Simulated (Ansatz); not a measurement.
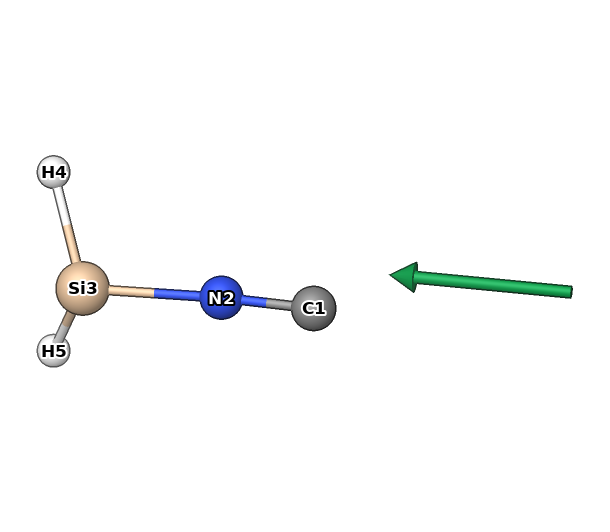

The arrow beside the molecule shows the direction of the dipole moment, from the negative to the positive end (its length means nothing). State: neutral, doublet. Computed geometry: PBE0-D4/def2-TZVP optimisation. No frequency run is at hand to confirm it as a minimum. Level of theory: UKS PBE0-D4/def2-TZVP (Ansatz 0.2.0).

### How large is the dipole moment?

3.04 D; it points from the side of C1 to the side of H4, H5 (the outermost atoms at the two ends).
